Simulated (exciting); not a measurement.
# Electron–core-hole interaction in the F K spectrum of ScF3, part 2 of 2

Wanted: the near-edge spectrum and the bound core excitons at the F K edge of ScF3.

exciting sodium; X-ray absorption, core-level Bethe-Salpeter equation, exchange and statically screened direct term, Tamm-Dancoff, all-electron LAPW+lo LDA.

So far. Step 5 (Independent particles): Maxima (height): 0.8 eV (0.54), 4.0 eV (0.48), 7.2 eV (0.34), 9.8 eV (0.49) and 12.4 eV (0.44); 1 lower ones aren't listed. Against the singlet run the r.m.s. difference is 68 %. Moving the earlier curve by +3.6 eV leaves 33 %. The highest maximum lies at 0.8 eV (0.54), against -2.7 eV (1.00). Step 6 (Exchange alone): Maxima (height): 0.8 eV (0.53), 4.0 eV (0.48), 7.2 eV (0.33), 9.9 eV (0.49) and 12.4 eV (0.45); 1 lower ones aren't listed.

**8. Ground state with other settings**

Level of this step: all-electron LAPW+lo DFT, LDA, ZORA valence, Dirac core, self-consistent field (exciting).

In this try the input is made faulty on purpose, to show what that does.

The input, input.xml:

```
<input>
  <title>ScF3</title>
  <structure speciespath="." autormt="false" epslat="1.0e-5">
    <crystal>
      <basevect>4.9552783461 2.8609312870 8.8875142433</basevect>
      <basevect>-4.9552783461 2.8609312870 8.8875142433</basevect>
      <basevect>0.0000000000 -5.7218625739 8.8875142433</basevect>
    </crystal>
    <species speciesfile="Sc.xml" rmt="2.115">
      <atom coord="0.0000000000 0.0000000000 0.0000000000"/>
      <atom coord="0.5000000000 0.5000000000 0.5000000000"/>
    </species>
    <species speciesfile="F.xml" rmt="1.534">
      <atom coord="0.2500000000 0.8523000000 0.6477000000"/>
      <atom coord="0.8523000000 0.6477000000 0.2500000000"/>
      <atom coord="0.6477000000 0.2500000000 0.8523000000"/>
      <atom coord="0.7500000000 0.1477000000 0.3523000000"/>
      <atom coord="0.1477000000 0.3523000000 0.7500000000"/>
      <atom coord="0.3523000000 0.7500000000 0.1477000000"/>
    </species>
  </structure>
  <groundstate do="fromscratch" xctype="LDA_PW" ngridk="3 3 3" rgkmax="6.5" gmaxvr="14" nempty="8" swidth="0.001" maxscl="3" epsengy="1e-5"/>
</input>
```

The input, SPECIES.xml, added lines:

```
<lo l="L">  <!-- L = 0, 1, 2 -->
  <wf matchingOrder="0" trialEnergy="0.1500" searchE="false"/>
  <wf matchingOrder="1" trialEnergy="0.1500" searchE="false"/>
  <wf matchingOrder="0" trialEnergy="0.9000" searchE="false"/>
</lo>
```

Run with:

```console
OMP_NUM_THREADS=1 mpirun -n 4 exciting
```

Numbers of over 12 decimals in the logs are rounded to 6 here.

What it wrote:

```text
EXCITING SODIUM started
********************************************************************************
* Ground-state run starting from atomic densities                              *
********************************************************************************
+ Starting initialization                                                      +
[... lattice and species ...]
 Spin treatment                             :    spin-unpolarised
 Number of Bravais lattice symmetries       :      12
 Number of crystal symmetries               :      12
 k-point grid                               :       3    3    3
 Total number of k-points                   :       6
 k-point set is reduced with crystal symmetries
 R^MT_min * |G+k|_max (rgkmax)              :       6.50000000
 Species with R^MT_min                      :       2 (F)
 Maximum |G+k| for APW functions            :       4.23728814
 Maximum |G| for potential and density      :      14.00000000
 G-vector grid sizes                        :      48    48    48
 Total number of G-vectors                  :   34929
 Maximum angular momentum used for
     APW functions                          :       8
     computing H and O matrix elements      :       8
     potential and density                  :       8
     inner part of muffin-tin               :       2
 Total nuclear charge                       :     -96.00000000
 Total electronic charge                    :      96.00000000
 Total core charge                          :      32.00000000
 Total valence charge                       :      64.00000000
 Number of empty states                     :       8
 Total number of valence states             :      41
 Maximum Hamiltonian size                   :    1103
 Maximum number of plane-waves              :     975
 Total number of local-orbitals             :     128
 Exchange-correlation type                  :       3
     Perdew-Wang, Phys. Rev. B 45, 13244 (1992)
 Smearing scheme                            :    Gaussian
 Smearing width                             :       0.00100000
 Using multisecant Broyden potential mixing
+ Ending initialization                                                        +
********************************************************************************
* Groundstate module started                                                   *
********************************************************************************
 Output level for this task is set to normal
+ Self-consistent loop started                                                 +
 Density and potential initialised from atomic data
+ SCF iteration number :    1                                                  +
 Total energy                               :     -2129.92667501
 _______________________________________________________________
[...]
Kinetic energy                             :      2131.67854957
 Coulomb energy                             :     -4122.09753721
 Exchange energy                            :      -126.78480290
 Correlation energy                         :        -7.34115020
 DOS at Fermi energy (states/Ha/cell)       :         0.00000000
 Electron charges :
     core                                   :        32.00000000
     core leakage                           :         0.00000027
     valence                                :        64.00000000
     interstitial                           :         9.93147372
     charge in muffin-tin spheres :
                  atom     1    Sc          :        18.55396987
                  atom     2    Sc          :        18.55396987
[...]
total charge in muffin-tins            :        86.06852628
     total charge                           :        96.00000000
 Estimated fundamental gap                  :         0.27920374
        valence-band maximum at    1      0.0000  0.0000  0.0000
     conduction-band minimum at    1      0.0000  0.0000  0.0000
 RMS change in effective potential (target) :  0.483671E-01  ( 0.100000E-05)
 Absolute change in total energy   (target) :   5.38173      ( 0.100000E-04)
 Charge distance                   (target) :  0.255218E-01  ( 0.100000E-04)
+ Reached self-consistent loops maximum :    3                                 +
 Total energy                               :     -2122.91941381
 _______________________________________________________________
 Fermi energy                               :         0.03925925
 Kinetic energy                             :      2131.59778576
 Coulomb energy                             :     -4120.65687140
 Exchange energy                            :      -126.52928309
 Correlation energy                         :        -7.33104508
 DOS at Fermi energy (states/Ha/cell)       :         0.00000000
 Electron charges :
     core                                   :        32.00000000
     core leakage                           :         0.00000027
     valence                                :        64.00000000
     interstitial                           :        10.18982061
     charge in muffin-tin spheres :
                  atom     1    Sc          :        18.63357454
                  atom     2    Sc          :        18.63357454
[...]
atom     7     F          :         8.09050505
                  atom     8     F          :         8.09050505
     total charge in muffin-tins            :        85.81017939
     total charge                           :        96.00000000
 Estimated fundamental gap                  :         0.25318138
        valence-band maximum at    3      0.3333  0.3333  0.0000
     conduction-band minimum at    1      0.0000  0.0000  0.0000
+ Self-consistent loop stopped                                                 +
 STATE.OUT is written
********************************************************************************
* Groundstate module stopped                                                   *
********************************************************************************
 Total time spent (seconds)                 :        26.02
- CAUTION! Warnings have been written in file WARNING.OUT !                    -
| EXCITING SODIUM stopped                                                      =
```

The job ended after 27 s (4 MPI ranks of Intel Xeon at 2.70GHz, shared host).

The run stopped without converging, so none of its numbers is a property of the system.

The fault put into the input: the self-consistent loop is cut at three steps.

**9. From independent particles to the full kernel**

| level | curve passes 0.15 (eV) | highest maximum (eV) | its height |
| --- | --- | --- | --- |
| IP | -0.2 | 0.8 | 0.54 |
| RPA | -0.2 | 0.8 | 0.53 |
| singlet | -3.8 | -2.7 | 1.00 |

| E (eV) | IP | RPA | singlet |
| --- | --- | --- | --- |
| -6.0 | 0.01 | 0.01 | 0.03 |
| -5.0 | 0.01 | 0.01 | 0.05 |
| -4.0 | 0.01 | 0.01 | 0.12 |
| -3.0 | 0.02 | 0.02 | 0.67 |
| -2.0 | 0.03 | 0.03 | 0.39 |
| -1.0 | 0.06 | 0.06 | 0.51 |
| 0.0 | 0.22 | 0.21 | 0.51 |
| 1.0 | 0.52 | 0.51 | 0.34 |
| 2.0 | 0.25 | 0.24 | 0.39 |
| 3.0 | 0.38 | 0.37 | 0.39 |
| 4.0 | 0.48 | 0.48 | 0.37 |
| 5.0 | 0.28 | 0.28 | 0.45 |
| 6.0 | 0.27 | 0.27 | 0.40 |
| 7.0 | 0.33 | 0.33 | 0.41 |
| 8.0 | 0.31 | 0.31 | 0.37 |
| 9.0 | 0.42 | 0.42 | 0.27 |
| 10.0 | 0.48 | 0.48 | 0.28 |
| 11.0 | 0.35 | 0.35 | 0.22 |
| 12.0 | 0.44 | 0.44 | 0.19 |
| 13.0 | 0.39 | 0.40 | 0.18 |
| 14.0 | 0.31 | 0.32 | 0.17 |
| 15.0 | 0.25 | 0.25 | 0.17 |
| 16.0 | 0.26 | 0.26 | 0.15 |
| 17.0 | 0.29 | 0.29 | 0.13 |
| 18.0 | 0.21 | 0.21 | 0.15 |
| 19.0 | 0.17 | 0.17 | 0.17 |
| 20.0 | 0.20 | 0.20 | 0.16 |
| 21.0 | 0.21 | 0.21 | 0.18 |
| 22.0 | 0.27 | 0.27 | 0.15 |

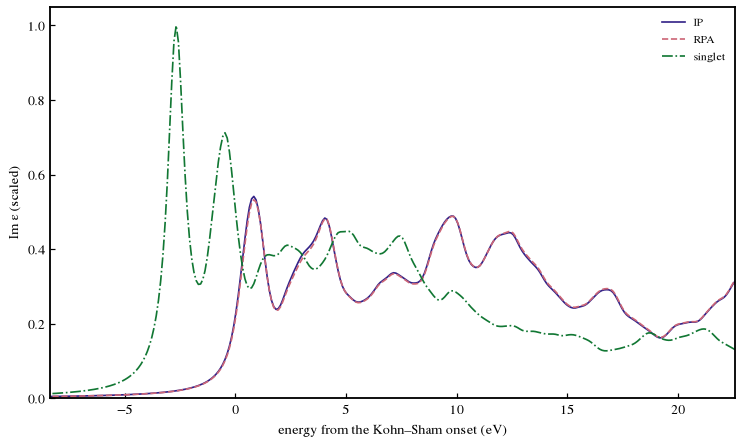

The spectrum at each level.

**10. Outcome**

| Quantity | Value |
| --- | --- |
| absorber and edge | F K, atom 3 |
| surroundings | 2 Sc at 1.99 Å (bent, 149°, site symmetry 2) |
| first bright state | -2.72 eV from the Kohn–Sham onset, on this mesh |
| highest maximum | -2.7 eV |
| cost of the BSE run | 23 min on 4 MPI ranks of Intel Xeon at 2.70GHz, shared host; the last task ran on as many threads |

Is a core exciton bound? Yes on this mesh: the first bright state (over 5 % of the brightest) lies at -2.72 eV from the Kohn–Sham onset. Exchange alone changes the independent-particle spectrum by 1.3 % r.m.s. With 27 k points the binding energies are rough, and fine structure above the first lines is partly noise of the mesh. The kernel cutoff is low for a compact core orbital, so the effect of exchange is a lower bound. The zero comes from the unshifted 3×3×3 ground-state mesh; it is exact only where the band minimum lies on that mesh. The Kohn–Sham onset, 653 eV, is no photon energy: the scale needs a rigid shift. No quasiparticle correction widens the gap or stretches the bands. Vibrations and energy-dependent lifetimes are left out. The structure is a published determination, not relaxed.

[Banner, clock and machine lines of the logs are left out without a mark of their own.]

[Logs are printed without paths, hosts, clocks, repeated set-up lines and the standing remarks that a program may print on its own settings, such as how far it seeks lower states.]

[Hosts, paths, dates, database ids (printed as entryN), source tags and the programs' standing remarks are cut or masked in the printed files.]
